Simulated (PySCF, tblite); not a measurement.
# C₆H₈O: excited states, first hyperpolarisability, part 2 of 2

tblite 0.8.0 and PySCF 2.14.0. Atoms count from 0. The steps go on from the part before.

## 5. Excited states: TDA CAM-B3LYP/aug-cc-pVDZ

What the job is given:

```
{"job": {"kind": "states", "xc": "CAM-B3LYP", "basis": "aug-cc-pVDZ", "tda": true, "soc": true, "nstates": 8, "ntriplets": 4, "nquad": 4}, "charge": 0, "multiplicity": 1}
C     -3.274255    -0.170493    -0.437891
C     -2.053131    -0.631400    -0.125962
C     -0.835045     0.106719    -0.378516
C      0.403466    -0.328860    -0.076502
C      1.597194     0.501794    -0.374456
C      2.931580    -0.089673     0.003573
O      1.503441     1.594686    -0.893018
H     -4.176385    -0.751970    -0.233797
H     -3.404693     0.808665    -0.908880
H     -1.950177    -1.615877     0.345307
H     -0.912718     1.094478    -0.849978
H      0.552044    -1.306410     0.394920
H      3.081802    -1.051363    -0.513297
H      3.737067     0.605322    -0.262279
H      2.961983    -0.300574     1.084876
```

With the program's defaults for keys left out, this is: TDA CAM-B3LYP/aug-cc-pVDZ excited states, vertical, gas phase, spin-orbit mean-field couplings.

The log of the run:

```text
coarse grid: 12568 points
cycle   1  E = -308.3451548285  dE =  1.062e+00  |g| = 8.098e-01  |ddm| = 1.765e+01
cycle   2  E = -308.0956198600  dE =  2.495e-01  |g| = 1.433e+00  |ddm| = 5.221e+00
cycle   3  E = -308.4872075668  dE = -3.916e-01  |g| = 8.574e-02  |ddm| = 3.055e+00
cycle   4  E = -308.4888640410  dE = -1.656e-03  |g| = 4.434e-02  |ddm| = 4.558e-01
cycle   5  E = -308.4893649199  dE = -5.009e-04  |g| = 1.132e-02  |ddm| = 2.183e-01
cycle   6  E = -308.4893968270  dE = -3.191e-05  |g| = 4.507e-03  |ddm| = 5.052e-02
cycle   7  E = -308.4894042476  dE = -7.421e-06  |g| = 1.337e-03  |ddm| = 2.194e-02
final grid: 121432 points
cycle   8  E = -308.5090924666  dE = -1.687e-05  |g| = 3.541e-03  |ddm| = 3.192e-01
cycle   9  E = -308.5090925439  dE = -7.731e-08  |g| = 3.849e-03  |ddm| = 3.918e-02
cycle  10  E = -308.5090958286  dE = -3.285e-06  |g| = 8.462e-04  |ddm| = 1.153e-02
cycle  11  E = -308.5090959627  dE = -1.341e-07  |g| = 1.426e-04  |ddm| = 2.013e-03
cycle  12  E = -308.5090959672  dE = -4.524e-09  |g| = 1.062e-04  |ddm| = 1.168e-03
cycle  13  E = -308.5090959703  dE = -3.069e-09  |g| = 1.351e-05  |ddm| = 4.483e-04
cycle  14  E = -308.5090959704  dE = -1.191e-10  |g| = 8.215e-06  |ddm| = 1.122e-04
converged SCF energy = -308.5090959704

Singlet excitations
state   eV       nm        f     d(h-e)  d(exc)  Lambda  PR(NTO)  |dmu|/D   mu/D   main configurations
  1   3.7692   328.9   0.00007   1.240   2.796   0.385   1.005    3.785    2.991   H-1->L 0.86
  2   5.2678   235.4   0.96136   0.904   3.216   0.785   1.107    2.674    5.099   H->L 0.93
  3   6.2600   198.1   0.00134   1.775   4.466   0.199   1.027    7.708    4.693   H->L+1 0.81
  4   6.6318   187.0   0.01710   1.189   4.633   0.178   1.039    5.836    6.784   H->L+2 0.49, H->L+3 0.38
  5   6.6384   186.8   0.01642   1.463   4.142   0.145   1.019                     H-1->L+1 0.65, H-1->L+2 0.10, H-1->L+3 0.10
  6   6.7217   184.5   0.00201   1.501   3.475   0.306   1.358                     H-1->L+4 0.25, H-1->L+12 0.20, H-3->L 0.16
  7   6.8267   181.6   0.01015   0.691   4.810   0.193   1.207                     H->L+3 0.35, H->L+2 0.28, H->L+5 0.14
  8   6.8620   180.7   0.00463   0.109   3.196   0.457   1.645                     H-3->L 0.66

Triplet excitations (Tamm-Dancoff)
state   eV     d(h-e)  d(exc)  Lambda  PR(NTO)   main configurations
  1   2.7141   0.153   2.785   0.795   1.091   H->L 0.93
  2   3.3087   1.103   2.683   0.379   1.006   H-1->L 0.82
  3   4.6019   0.093   2.236   0.705   1.967   H-2->L 0.53, H->L+7 0.31
  4   5.8267   0.550   2.414   0.589   1.661   H-4->L 0.48
S1 - T1 = 1.0551 eV

Spin-orbit couplings |<S|Hso|T>| (cm-1)
             T1       T2       T3       T4
S0        0.060   44.631    0.017    0.012
S1       14.364    0.097   16.187   32.972
S2        0.024   16.991    0.022    0.029
S3        0.356    0.027    0.887    0.925
S4        0.703    0.940    1.285    0.209
S5        0.010    2.268    0.020    0.139
S6        1.986    4.856    5.054   14.689
S7        1.011    2.993    0.869    1.109
S8        4.439   11.183    2.934    4.442
T1 sublevels (cm-1): 0.000 0.001 0.017   radiative rates (1/s): 0.00893 4.8e-05 0.102
```

Run time: 61 s. Hardware: 1 thread of Arm Neoverse V1, shared host; peak memory 0.99 GiB.

Key values:

```tsv
quantity	value
S1 less T1	1.06 eV
```

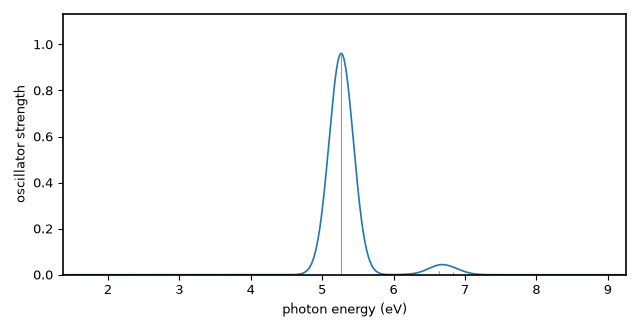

Absorption lines of the singlets. Lines are broadened to a width of 0.40 eV (Gaussian).

The fields below are evaluated on a grid from the run's orbitals.

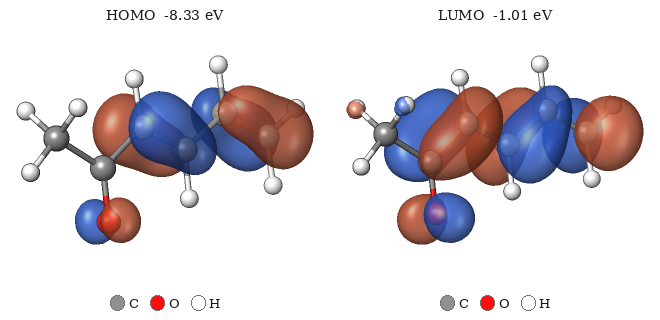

CAM-B3LYP/aug-cc-pVDZ orbitals near the gap, drawn at the value that encloses 70 % of each; the two colours are the two signs.

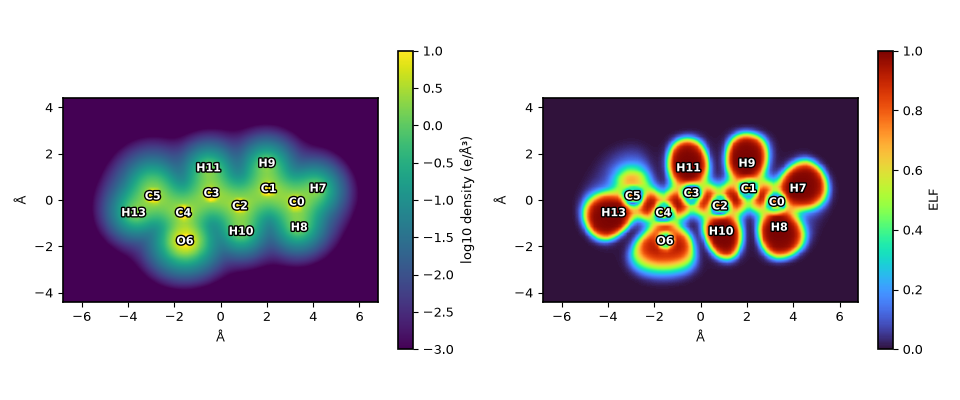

Density (left) and ELF (right) in a plane through or near 13 of the atoms.

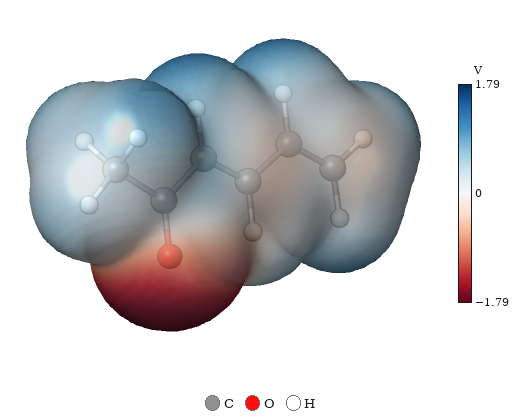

The potential that a unit positive charge feels on the 0.002 e/bohr³ surface, from -1.79 V near O6 to 1.11 V near H11.

## 6. Excited states: TDDFT wB97X-D/aug-cc-pVDZ

The job, as its differences from that of step 5:

```diff
@@ -1,2 +1,2 @@
-{"job": {"kind": "states", "xc": "CAM-B3LYP", "basis": "aug-cc-pVDZ", "tda": true, "soc": true, "nstates": 8, "ntriplets": 4, "nquad": 4}, "charge": 0, "multiplicity": 1}
+{"job": {"kind": "states", "xc": "wB97X-D", "basis": "aug-cc-pVDZ", "tpa": true, "nstates": 6, "nquad": 5, "ntriplets": 0}, "charge": 0, "multiplicity": 1}
 C     -3.274255    -0.170493    -0.437891
```

With the program's defaults for keys left out, this is: TDDFT wB97X-D/aug-cc-pVDZ excited states, vertical, gas phase, two-photon moments by quadratic response.

The log of the run:

```text
coarse grid: 12568 points
cycle   1  E = -308.4066327492  dE =  1.112e+00  |g| = 8.166e-01  |ddm| = 1.458e+01
cycle   2  E = -308.2238500247  dE =  1.828e-01  |g| = 1.326e+00  |ddm| = 4.432e+00
cycle   3  E = -308.5526741120  dE = -3.288e-01  |g| = 6.615e-02  |ddm| = 2.439e+00
cycle   4  E = -308.5538045039  dE = -1.130e-03  |g| = 3.731e-02  |ddm| = 3.671e-01
cycle   5  E = -308.5541846579  dE = -3.802e-04  |g| = 1.081e-02  |ddm| = 1.704e-01
cycle   6  E = -308.5542214182  dE = -3.676e-05  |g| = 3.985e-03  |ddm| = 4.795e-02
cycle   7  E = -308.5542293314  dE = -7.913e-06  |g| = 1.282e-03  |ddm| = 2.352e-02
final grid: 121432 points
cycle   8  E = -308.5655946247  dE = -1.109e-04  |g| = 4.120e-03  |ddm| = 7.906e-01
cycle   9  E = -308.5655984895  dE = -3.865e-06  |g| = 2.890e-03  |ddm| = 6.186e-02
cycle  10  E = -308.5656004503  dE = -1.961e-06  |g| = 6.869e-04  |ddm| = 1.196e-02
cycle  11  E = -308.5656005374  dE = -8.712e-08  |g| = 5.443e-04  |ddm| = 4.470e-03
cycle  12  E = -308.5656005957  dE = -5.830e-08  |g| = 8.965e-05  |ddm| = 1.721e-03
cycle  13  E = -308.5656005985  dE = -2.758e-09  |g| = 4.027e-05  |ddm| = 4.818e-04
cycle  14  E = -308.5656005994  dE = -9.461e-10  |g| = 1.521e-05  |ddm| = 3.798e-04
converged SCF energy = -308.5656005994

Singlet excitations
state   eV       nm        f     d(h-e)  d(exc)  Lambda  PR(NTO)  |dmu|/D   mu/D   delta(TPA)   sigma/GM   main configurations
  1   3.7238   333.0   0.00006   1.259   2.798   0.389   1.007    3.833    3.014        0.02      0.000   H-1->L 0.87
  2   4.9344   251.3   0.70195   0.764   3.134   0.781   1.151    2.223    4.701      268.46      2.395   H->L 0.97
  3   6.4564   192.0   0.00176   1.707   4.454   0.178   1.038    7.617    4.600      116.45      1.778   H->L+1 0.79
  4   6.7169   184.6   0.00034   0.782   3.170   0.376   1.769    1.951    1.814        6.27      0.104   H-3->L 0.44, H-1->L+11 0.13, H-1->L+7 0.12
  5   6.7936   182.5   0.02265   1.232   4.162   0.123   1.025    5.500    6.054       78.94      1.335   H-1->L+1 0.50, H-1->L+3 0.14, H-1->L+2 0.14
  6   6.8142   181.9   0.00323   0.631   3.388   0.356   2.187                                            H-3->L 0.38, H-1->L+11 0.10, H-1->L+7 0.10
```

Wall time 61 s (1 thread of Arm Neoverse V1, shared host); peak memory 0.92 GiB.

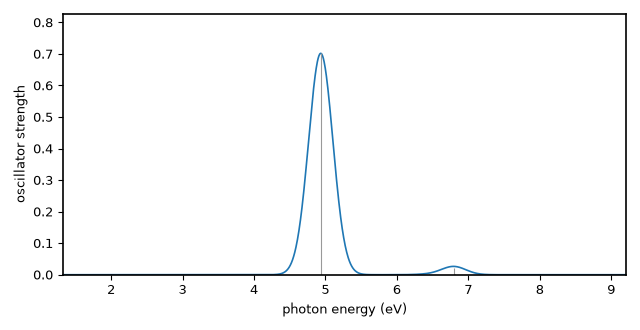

Absorption lines of the singlets. Lines are broadened to a width of 0.40 eV (Gaussian).

## 7. First hyperpolarisability: quadratic response CAM-B3LYP/aug-cc-pVDZ

The job, as its differences from that of step 6:

```diff
@@ -1,2 +1,2 @@
-{"job": {"kind": "states", "xc": "wB97X-D", "basis": "aug-cc-pVDZ", "tpa": true, "nstates": 6, "nquad": 5, "ntriplets": 0}, "charge": 0, "multiplicity": 1}
+{"job": {"kind": "beta", "xc": "CAM-B3LYP", "basis": "aug-cc-pVDZ", "wavelengths": [1907, 1340]}, "charge": 0, "multiplicity": 1}
 C     -3.274255    -0.170493    -0.437891
```

Level: quadratic response CAM-B3LYP/aug-cc-pVDZ first hyperpolarisability, Taylor convention, gas phase.

The log of the run:

```text
coarse grid: 12568 points
cycle   1  E = -308.3451548285  dE =  1.062e+00  |g| = 8.098e-01  |ddm| = 1.765e+01
cycle   2  E = -308.0956198600  dE =  2.495e-01  |g| = 1.433e+00  |ddm| = 5.221e+00
cycle   3  E = -308.4872075668  dE = -3.916e-01  |g| = 8.574e-02  |ddm| = 3.055e+00
cycle   4  E = -308.4888640410  dE = -1.656e-03  |g| = 4.434e-02  |ddm| = 4.558e-01
cycle   5  E = -308.4893649199  dE = -5.009e-04  |g| = 1.132e-02  |ddm| = 2.183e-01
cycle   6  E = -308.4893968270  dE = -3.191e-05  |g| = 4.507e-03  |ddm| = 5.052e-02
cycle   7  E = -308.4894042476  dE = -7.421e-06  |g| = 1.337e-03  |ddm| = 2.194e-02
final grid: 121432 points
cycle   8  E = -308.5090924666  dE = -1.687e-05  |g| = 3.541e-03  |ddm| = 3.192e-01
cycle   9  E = -308.5090925439  dE = -7.731e-08  |g| = 3.849e-03  |ddm| = 3.918e-02
cycle  10  E = -308.5090958286  dE = -3.285e-06  |g| = 8.462e-04  |ddm| = 1.153e-02
cycle  11  E = -308.5090959627  dE = -1.341e-07  |g| = 1.426e-04  |ddm| = 2.013e-03
cycle  12  E = -308.5090959672  dE = -4.524e-09  |g| = 1.062e-04  |ddm| = 1.168e-03
cycle  13  E = -308.5090959703  dE = -3.069e-09  |g| = 1.351e-05  |ddm| = 4.483e-04
cycle  14  E = -308.5090959704  dE = -1.191e-10  |g| = 8.215e-06  |ddm| = 1.122e-04
converged SCF energy = -308.5090959704

Lowest singlets (eV, f): 3.7444 0.0001  4.9229 0.6989  6.2581 0.0014

First hyperpolarisability (au)
process     nm      |vector|   parallel      HRS      DR
static         -      396.90     114.18     186.08   3.587
shg       1907.0      449.93     131.26     208.94   3.671
eope      1907.0      413.57     119.56          -       -
shg       1340.0      515.09     152.14     236.95   3.759
eope      1340.0      431.68     125.39          -       -
```

Run time: 56 s. Hardware: 1 thread of Arm Neoverse V1, shared host; peak memory 0.96 GiB.

## 8. Results

The summary covers parts 1 to 2.

| quantity | value |
| --- | --- |
| strongest single infrared mode (GFN2-xTB) | 1727 cm⁻¹, 238 km/mol |
| zero-point energy (GFN2-xTB) | 75.1 kcal/mol |
| point group | Cs |
| rotational constants (main isotopes) | 8.82, 1.16, 1.03 GHz |
| S1 less T1 (step 5, TDA CAM-B3LYP/aug-cc-pVDZ) | 1.06 eV |
| potential on the surface of density 0.002 e/bohr³, 1st and 99th percentile | -1.79 V and 1.11 V |
| β vector (step 7, quadratic response CAM-B3LYP/aug-cc-pVDZ) | static 397, SHG 1907.0 nm 450, SHG 1340.0 nm 515 au |

What this shows: No mode is imaginary among the 39: a minimum at this level. The strongest single mode, at 1727 cm⁻¹, moves mainly C4 and O6. GFN2-xTB is a fitted tight-binding method: band positions and strengths are rough. Its intensities can rank the bands wrongly. Relaxing lowered the energy by 0.046 eV in 4 steps; the close pair that moved most is C0–H8, from 1.078 to 1.094 Å (PBE0/def2-SVP). No frequency check was run at this level, so the end point may be a saddle. In step 5 some excited states are degenerate or nearly so. In step 5, the number of triplets below S1 is 2, and the largest singlet-triplet spin-orbit coupling is S0–T2, 44.63 cm⁻¹. By nearest atom (CAM-B3LYP/aug-cc-pVDZ), the HOMO sits on C0, C3 about 25 % each; C1, C2 about 13 % each and the LUMO on C0, C2 about 17 % each; C3, C4 about 14 % each. β grows from 397 au (static) to 515 au for doubling at 1340.0 nm: normal dispersion, which grows as twice the photon energy moves toward the bright states.
